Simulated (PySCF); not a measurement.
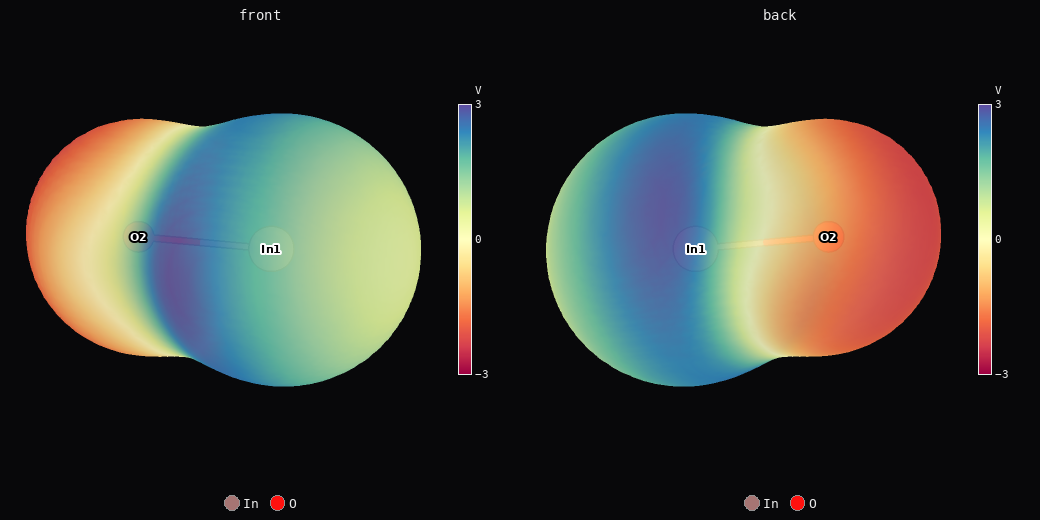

InO (doublet). The electrostatic potential painted on the density surface at 0.004 e/bohr³, seen from the front and from behind; red is negative and blue positive.

All numbers below come from PBE0/x2c-TZVPPall, spin-free X2C-1e, Gaussian nucleus, at a bond length of 2.090 Å in PySCF.

**Describe the electrostatic potential map.**

The most negative region (about −2.3 V, or −53 kcal/mol for a unit charge) lies over O2, the most positive (about +2.9 V, or +67 kcal/mol for a unit charge) over In1. O2 is the likeliest acceptor of a hydrogen bond.
